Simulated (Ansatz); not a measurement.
# CAM-B3LYP/STO-3G run of CH4Si (SMILES C[SiH])

What is the electronic atomisation energy of CH4Si at CAM-B3LYP/STO-3G? 

The calculation is run with Ansatz 0.2.0.

47 further runs of the same task are left out: 47 set aside as unsound or not needed.

### Step 1. Starting point

CH4Si: 6 atoms, total charge 0, spin state singlet. SMILES: `C[SiH]`. The shape is that of a PBE0-D4/def2-TZVP optimisation.

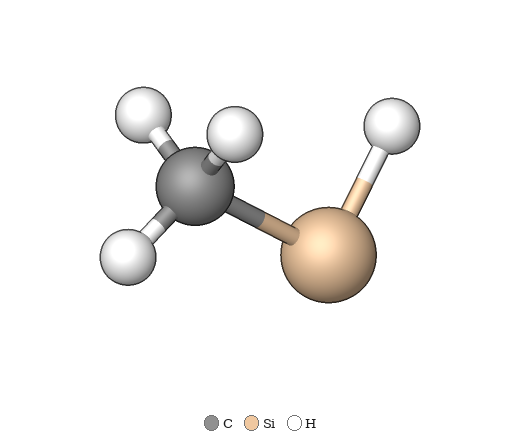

Viewed from a chosen angle; carbon grey, silicon light orange, hydrogen white.

### Step 2. A single-point energy at CAM-B3LYP/STO-3G

The input, input.yaml:

```yaml
crystal:
  periodic: [false, false, false]
  atoms:
    - symbol: C
      position_ang: [-0.093500, -0.366000, -0.370300]
    - symbol: Si
      position_ang: [0.917300, 0.209800, 1.122300]
    - symbol: H
      position_ang: [-1.156900, -0.410100, -0.102200]
    - symbol: H
      position_ang: [0.215000, -1.335600, -0.763000]
    - symbol: H
      position_ang: [-0.024000, 0.382000, -1.170800]
    - symbol: H
      position_ang: [0.142200, 1.520000, 1.284000]
basis:
  gaussian: {orbitals: STO-3G}
hamiltonian: {xc: {name: CAM-B3LYP}}
accuracy: high
```

Command:

```console
ansatz run input.yaml --threads 1 --pin off --max-ram 2610MiB --events-out events.jsonl --progress --plain --runs-dir runs
```

The program printed:

```text
Warning: RAYON_NUM_THREADS=1 ignored (pool sized by the plan → 1); use --threads N
Functional definition: CAM-B3LYP
  name "CAM-B3LYP"
  parameter alpha = 0.19
  parameter beta = 0.46
  parameter omega = 0.33/bohr
  parameter ac = 0.81
  exchange = (1 - alpha - beta)*b88_x + beta*b88_x_sr(omega) + alpha*exact_x + beta*exact_x_lr(omega)
  correlation = (1 - ac)*vwn5_c + ac*lyp_c
311 factors; integrals over basis functions are off by at most 1.2e-8 eV
156 factors; integrals over basis functions are off by at most 8.7e-10 eV
mean field evaluation 1: about -8871.6767 eV, gradient 9.6e0 eV
mean field evaluation 2: about -8871.9555 eV, gradient 4.9e0 eV
mean field evaluation 4: about -8872.0334 eV, gradient 1.2e-1 eV
mean field evaluation 8: about -8871.9980 eV, gradient 1.6e-4 eV
mean field evaluation 16: about -8871.9980 eV, gradient 1.7e-8 eV
mean field -8871.99803123 eV, -326.0399139915 hartree, gradient 1.7e-8 eV, S^2 0.000000; 0 other end points of the search recorded, 0 dependent functions left out
reference -8871.99804482 eV, -326.0399144909 hartree; 12, 12 occupied and 6, 6 virtual orbitals, 311 factors
Total energy: -8871.99804482 eV, -326.0399144909 hartree
```

Wall time 1 s (1 thread of Arm Neoverse V2, shared host); peak memory 0.092 GiB.

### Step 3. The C atom at the same level

The input, in.yaml:

```yaml
crystal:
  periodic: [false, false, false]
  atoms:
    - {symbol: C, position_ang: [0.000000, 0.000000, 0.000000]}
basis:
  gaussian:
    orbitals: STO-3G
magnetization:
  spin_polarized: true
  initial_magnetization: 2
accuracy: high
hamiltonian:
  xc: {name: CAM-B3LYP}
```

Run the same way, it converges to -37.32769 Eh (log not shown).

### Step 4. The H atom

The input, job.yaml:

```yaml
crystal:
  periodic: [false, false, false]
  atoms:
    - symbol: H
      position_ang: [0.000000, 0.000000, 0.000000]
basis:
  gaussian:
    orbitals: STO-3G
hamiltonian:
  xc: {name: CAM-B3LYP}
magnetization:
  spin_polarized: true
  initial_magnetization: 1
accuracy: high
```

Command:

```console
ansatz run job.yaml --threads 1 --pin off --max-ram 2610MiB --events-out events.jsonl --progress --plain --runs-dir runs
```

The program printed:

```text
Warning: RAYON_NUM_THREADS=1 ignored (pool sized by the plan → 1); use --threads N
[... 8 set-up lines as earlier in the session ...]
1 factors; integrals over basis functions are off by at most 4.6e-10 eV
1 factors; integrals over basis functions are off by at most 3.0e-10 eV
mean field evaluation 1: about -12.5879 eV, gradient 0.0e0 eV
mean field evaluation 2: about -12.5879 eV, gradient 0.0e0 eV
mean field -12.58793461 eV, -0.4625980644 hartree, gradient 0.0e0 eV, S^2 0.750000; 0 other end points of the search recorded, 0 dependent functions left out
reference -12.58794100 eV, -0.4625982992 hartree; 1, 0 occupied and 0, 1 virtual orbitals, 1 factors
Total energy: -12.58794100 eV, -0.4625982992 hartree
```

Run time: 0.1 s. Hardware: 1 thread of Arm Neoverse V2, shared host.

### Step 5. The Si atom at the same level

The input, molecule.yaml:

```yaml
crystal:
  periodic: [false, false, false]
  atoms:
    - {symbol: Si, position_ang: [0.000000, 0.000000, 0.000000]}
basis:
  gaussian:
    orbitals: STO-3G
total_charge: 0
magnetization:
  spin_polarized: true
  initial_magnetization: 2
hamiltonian:
  xc: {name: CAM-B3LYP}
accuracy: high
```

Run the same way, it converges to -285.92344 Eh (log not shown).

### Step 6. Outcome

At CAM-B3LYP/STO-3G:

| quantity | value |
| --- | --- |
| molecule: total energy | -326.03991 Eh |
| C atom: total energy | -37.32769 Eh |
| C atom: ⟨S²⟩ | 2.000 |
| H atom: total energy | -0.46260 Eh |
| H atom: ⟨S²⟩ | 0.750 |
| Si atom: total energy | -285.92344 Eh |
| Si atom: ⟨S²⟩ | 2.000 |
| electronic atomisation energy | 25.535 eV |

**Reading.** Taking the molecule apart into free atoms costs 25.53 eV (589 kcal/mol), before zero-point energy and without spin-orbit coupling. In a minimal basis such a difference can be off by several eV, whatever the method.
